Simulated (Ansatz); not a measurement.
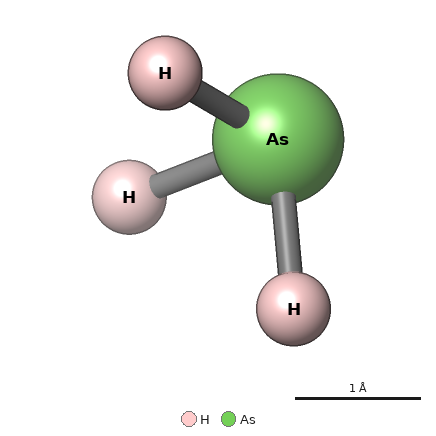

Depth is shown by fading: the farther an atom, the more it takes the colour of the background. The geometry was computed by an optimisation with PBE0-D4/def2-TZVP. Masses are those of the most abundant isotopes; constants are for the rigid equilibrium geometry.

Classify the rotor and give the rotational constants (cm⁻¹).

Answer. An oblate symmetric top (C3v): A = B = 3.75, C = 3.49 cm⁻¹.
